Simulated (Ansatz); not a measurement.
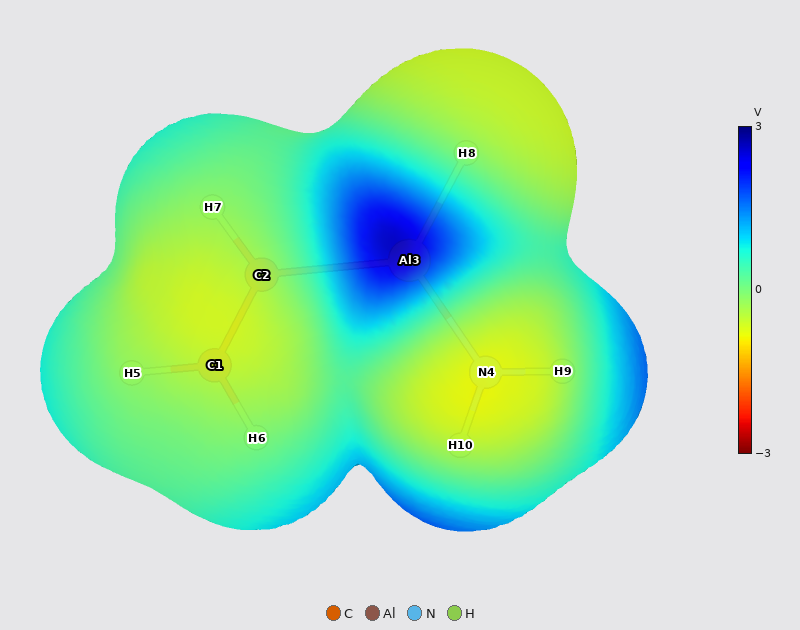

Figure 1: C$_{2}$H$_{6}$AlN (SMILES C=[CH][AlH][NH2]). The molecular electrostatic potential painted on the density surface at 0.002 e/bohr³, seen across its widest extent; the colour scale runs from red (negative) to blue (positive).

Geometry: PBE0-D4/def2-TZVP.

Level of theory: Ansatz, RKS PBE0-D4/def2-TZVPP.

Input

```
crystal:
  periodic: [false, false, false]
  atoms:
    - {symbol: C, position_ang: [-0.967263, 0.856776, -1.243631]}
    - {symbol: C, position_ang: [-0.806764, -0.425496, -0.910544]}
    - {symbol: Al, position_ang: [0.352243, -1.010919, 0.536421]}
    - {symbol: N, position_ang: [1.270497, 0.198204, 1.443688]}
    - {symbol: H, position_ang: [-1.618887, 1.179937, -2.053621]}
    - {symbol: H, position_ang: [-0.452663, 1.660385, -0.720452]}
    - {symbol: H, position_ang: [-1.371948, -1.148170, -1.501174]}
    - {symbol: H, position_ang: [0.525644, -2.528647, 0.958525]}
    - {symbol: H, position_ang: [1.887875, -0.025708, 2.207138]}
    - {symbol: H, position_ang: [1.264366, 1.192640, 1.286549]}
basis:
  gaussian: {orbitals: def2-TZVPP}
hamiltonian: {xc: pbe0, dispersion: d4}
output: {orbitals: {seedname: orbitals}}
```

Launched as:

```sh
ansatz run in.yaml --threads 2 --pin off --events-out ev --progress --plain --max-ram 4352MiB
```

### Which sites attract a positive test charge, and which a negative one?

A positive charge is drawn to the negative regions and a negative charge to the positive ones. The most negative region (about −0.8 V) lies over N4, the most positive (about +2.5 V) over Al3.
